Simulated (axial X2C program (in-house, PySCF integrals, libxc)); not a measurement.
## Relativistic diatomic calculation for BrSe

System: BrSe, single determinant with M_S = 1/2 and |Λ| = 1.
Method: B97-3, spin-free X2C-1e, Br dyall-v3z, Se dyall-v3z (cores contracted) (axial X2C program (in-house, PySCF integrals, libxc)).

**Input file**
```
{"zs": [35, 34], "q": 0, "bas": ["dyall-v3z", "dyall-v3z"], "levels": ["PBE0", "HF", "PBE50", "B97-3"], "cc": false, "r0": 2.3, "npts": 10, "nst": 2, "ntry": 6, "opt": {"maxit": 5}}
```

The line is the task of a batch: nuclear charges, charge, bases, the levels to run, a first guess of the distance and further settings. This report covers B97-3 without spin-orbit coupling. The log is that of the reference distance 2.271 Å.

Hardware: 1 thread of Arm Neoverse N1, 54 GiB of memory available, shared host.

Launched within a batch (the task file carries these settings):
```bash
python <driver script> task.json out
```

**Output**
```
spin-free X2C-1e  B97-3
basis functions 144  fitting functions 970  grid points 5806
iter        total energy     max residual
   1      -5035.838360445     2.73e-02
   2      -5035.838861944     3.41e-03
   3      -5035.838907530     4.04e-03
   4      -5035.838930957     6.85e-04
   5      -5035.838931745     9.00e-04
   6      -5035.838934570     8.98e-05
   7      -5035.838934582     3.36e-05
   8      -5035.838934598     1.22e-05
   9      -5035.838934600     3.14e-06
  10      -5035.838934600     2.43e-06
converged
one-electron -7556.64544690  Coulomb 2424.69669603  exact exchange -47.92991439  xc functional -133.24819580  nuclear repulsion 277.28792646
```

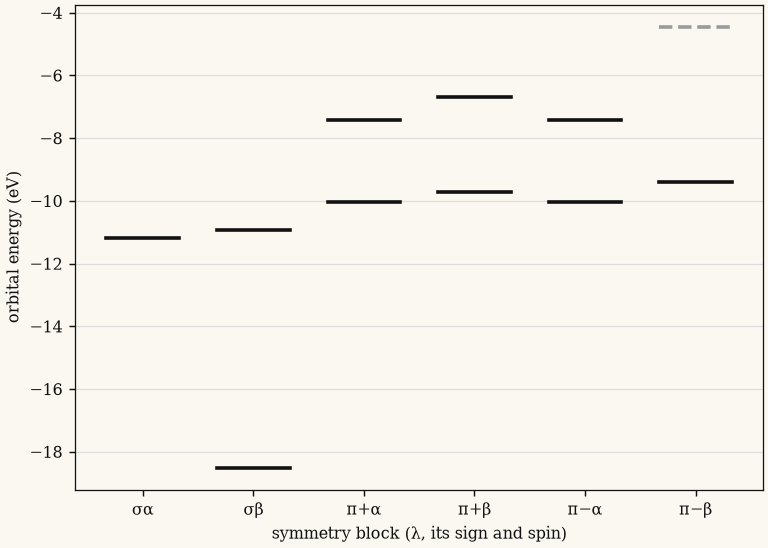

*Orbital energies near the frontier at 2.27 Å, filled (solid) and empty (dashed); a label such as π−α means λ = −1 and α spin.*

The highest filled orbital (π+β; 76 % Se p, 21 % Br p) lies at −6.71 eV, the lowest empty one (π−β; 82 % Se p, 15 % Br p) at −4.45 eV.

**What the run reported**

| quantity | value |
| --- | --- |
| outcome | 9 of 10 points not converged |
| largest ⟨S²⟩ along the curve | 0.77 |
| wall time | 9.3 s |
| peak memory | 0.32 GiB |

**Diagnosis**

The input is odd on purpose: few iterations (maxit = 5.0). 9 of the 10 points of the curve did not converge at the level reported and have no energy. The SCF at the reference distance, whose log is shown, did converge. The curve is incomplete.
